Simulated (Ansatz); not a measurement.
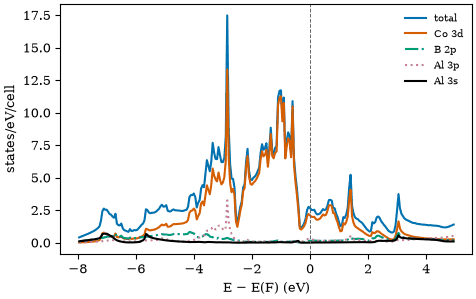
Fig. 1. Total and projected density of states of AlCo₃B (anti-perovskite, Pm-3m), the program Ansatz at the r²SCAN level (PAW)

Question: Which orbitals carry the states next to the Fermi level?

Answer: Within 0.5 eV of the Fermi level: Co 3d 84 %, Al 3p 7 %. Projections are on Löwdin-orthogonalised atomic valence shells; empty p or d shells of many metals are not among them.

Question: Where is the tallest occupied peak in this window, and what makes it?

Answer: Near -2.8 eV, about 17 states/eV per cell; the largest projected share is Co 3d.

The start of the workflow was typed in or built on a structure type; neither database checked (COD, Materials Project) lists it. Its standing as an ambient phase is unchecked. Symmetry was held in the r²SCAN relaxation; its stability against distortions is not shown here. Spin order of the final state: ferromagnetic, chosen from 4 collinear starts compared on coarse meshes (ties went to the first, and starts can fall back to one state), not a proven ground state. The volume moved by -15 % from the start of the relaxation. Other orbital occupations within this spin state were not tried.

Potentials: the earlier of the program's two PAW sets.
